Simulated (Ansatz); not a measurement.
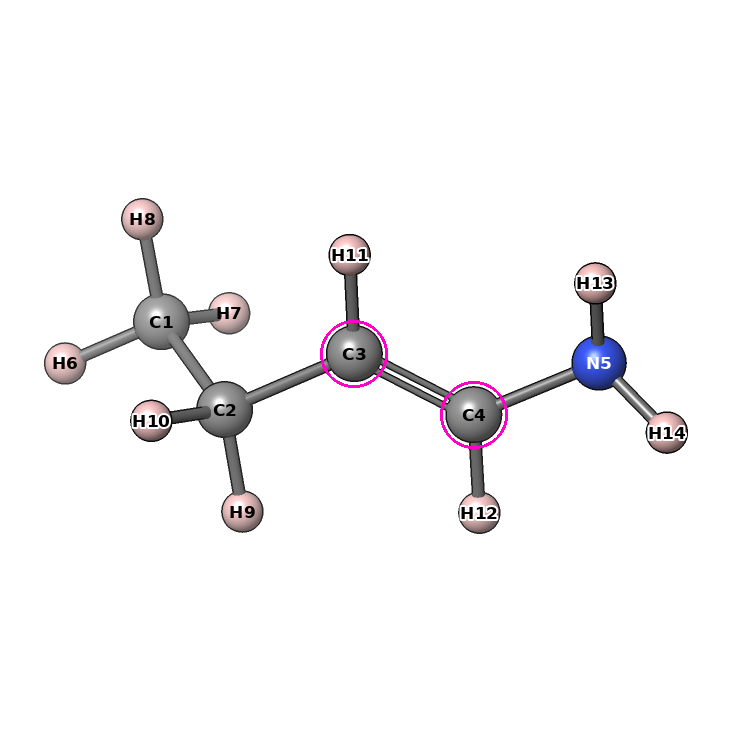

Depth is shown by fading: the farther an atom, the more it takes the colour of the background. Circles mark the stereogenic atoms. Computed geometry: PBE0-D4/def2-TZVP optimisation. No frequency run is at hand to confirm it as a minimum.

> Give the R/S and E/Z labels.

C3=C4: E.
